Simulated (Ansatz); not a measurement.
Ge$_{3}$PdO$_{4}$

The calculation's input:

```
crystal:
  lattice:
    - [-2.87326817, 2.87326817, 2.87326817]
    - [2.87326817, -2.87326817, 2.87326817]
    - [2.87326817, 2.87326817, -2.87326817]
  atoms:
    - { symbol: Ge, position: [0.0, 0.5, 0.5] }
    - { symbol: Ge, position: [0.5, 0.0, 0.5] }
    - { symbol: Ge, position: [0.5, 0.5, 0.0] }
    - { symbol: Pd, position: [0.0, 0.0, 0.0] }
    - { symbol: O, position: [0.5, 0.5, 0.5] }
    - { symbol: O, position: [0.0, 0.0, 0.5] }
    - { symbol: O, position: [0.0, 0.5, 0.0] }
    - { symbol: O, position: [0.5, 0.0, 0.0] }
basis:
  ecutwfc: 420
kpoints:
  mp_grid: { grid: [10, 10, 10] }
hamiltonian:
  xc: pbe
scf:
  occupations: { method: gaussian, width: 0.1 }
output:
  forces: true
  stress: true
  eigenvalues: true
  write_density: true
  write_potential: true
  elf: true
  volumetric_format: npy
relax:
  adjacent_minimum: "off"
  f_tol: 0.01
  max_steps: 80
  cell: { stress_tol: 0.05 }
```

Launched as:

```sh
ansatz run input.yaml --threads 1 --pin off --max-ram 2048MiB --backend cpu --events-out ev --progress --plain --runs-dir out
```

Below, planes, directions and counts refer to the conventional cell (a = 5.75 Å, b = 5.75 Å, c = 5.75 Å, α = 90.00°, β = 90.00°, γ = 90.00°).

The fields are those of the relaxed geometry.

Space group Im-3m; a structure generated by program, which may or may not match a known phase.

Method: Ansatz 0.2.0, DFT PBE, scalar-relativistic, plane waves, PAW.

Q: Predict the valence pseudo-density and electron localisation function between the atoms.

A: Pd–O (2.49 Å): the density is about 0.29 e/Å³ at the midpoint; the ELF is about 0.10 at the midpoint: no localised pair shows between them.
Ge–Pd (2.88 Å): ρ at the midpoint is about 0.19 e/Å³; the ELF is about 0.15 at the midpoint; no localised pair shows between them.

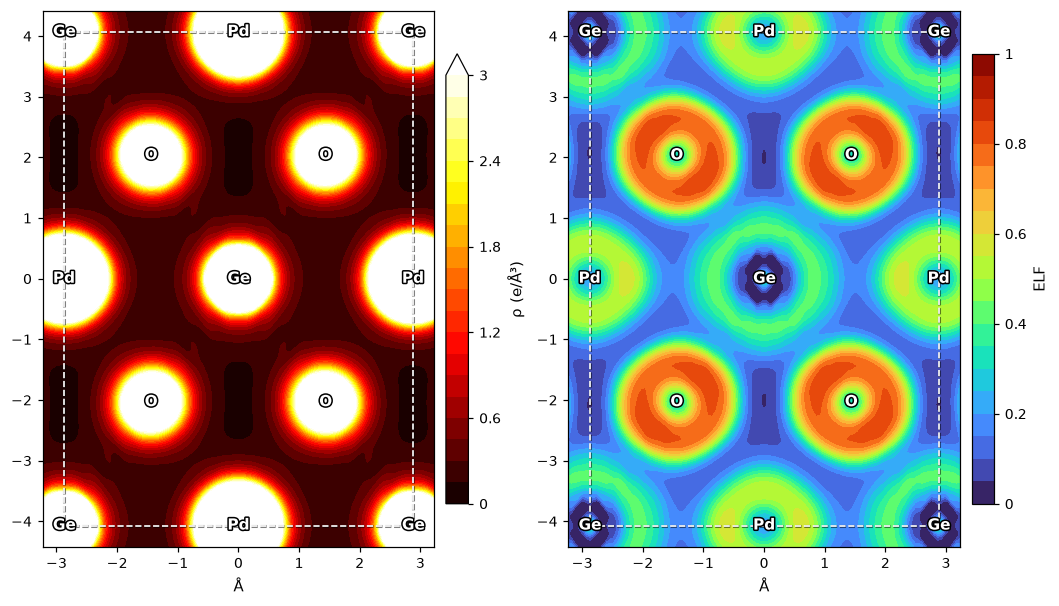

Computed valence pseudo-density and electron localisation function on the (101) plane of the conventional cell, in this order. 

The density is the valence pseudo-density of a PAW calculation; it isn't the true density close to the nuclei.
